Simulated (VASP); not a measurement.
Band structure of BaS (rock salt). Calculation: PBE GGA, VASP's PBE PAW potentials (set 64) (plane waves; VASP).

Unless said otherwise, spin-orbit coupling is left out, though it shifts the bands of the heavy elements here.

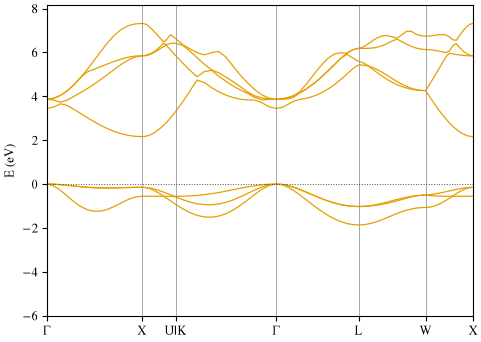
Figure: Bands along high-symmetry lines, zero at the valence-band maximum or, without a gap, the Fermi level

Q: Read the plot: is there a gap, and where are the band edges?

A: The gap is indirect, 2.16 eV, from the valence maximum at Γ to the conduction minimum at X. (Edges off the drawn lines would not show.)

The compound is BaS in the rock salt structure. It was relaxed first.
